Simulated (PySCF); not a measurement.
```xyz
15

C    -1.3346    2.0643    0.7193
C    -1.5338    0.5843    0.5775
C    -0.6305   -0.3043    0.8550
C     0.3135   -1.1738    1.0530
Si    1.5076   -1.7341   -0.3060
B     1.2675   -0.5595   -1.8952
Cl    2.5251    0.4545   -2.4950
Cl   -0.2493   -0.4516   -2.7033
H    -2.0468    2.4749    1.4348
H    -0.3257    2.2879    1.0577
H    -1.5030    2.5534   -0.2402
H    -2.5108    0.2678    0.2343
H     0.4306   -1.6195    2.0321
H     1.2235   -3.1539   -0.5748
H     2.8624   -1.6825    0.2649
```

Geometry: GFN2-xTB.

All numbers below come from PBE0/pcSseg-1, SCF density, gas phase, non-relativistic (PySCF 2.14.0).

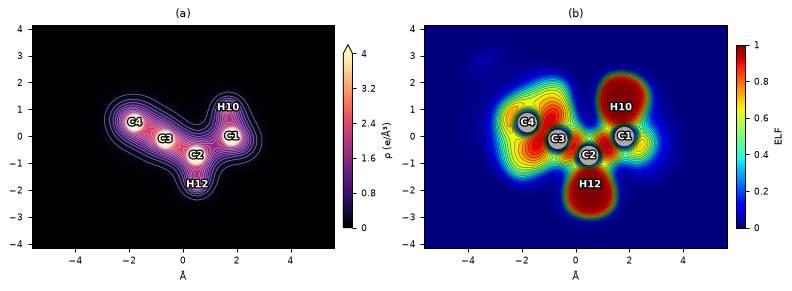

C$_{4}$H$_{7}$BCl$_{2}$Si (SMILES CC=C=C[SiH2]B(Cl)Cl). (a) electron density; (b) electron localisation function on the plane of atoms C3, C2 and H12. Grey discs cover the atomic cores in the ELF map.

Describe what can be read from this map.

The plane passes through C and H nuclei. C–C (1.30 Å): ρ at the midpoint is about 2.4 e/Å³; the ELF peaks at about 0.90 between the atoms; a multiple bond. C–H (1.09 Å): the density is about 2 e/Å³ at the midpoint; the ELF climbs to about 1 towards the hydrogen, as it does in any bond to H: an ordinary covalent bond to hydrogen. C–C (1.50 Å): the density is about 1.7 e/Å³ at the midpoint; the ELF peaks at about 0.95 between the atoms (a shared electron pair).
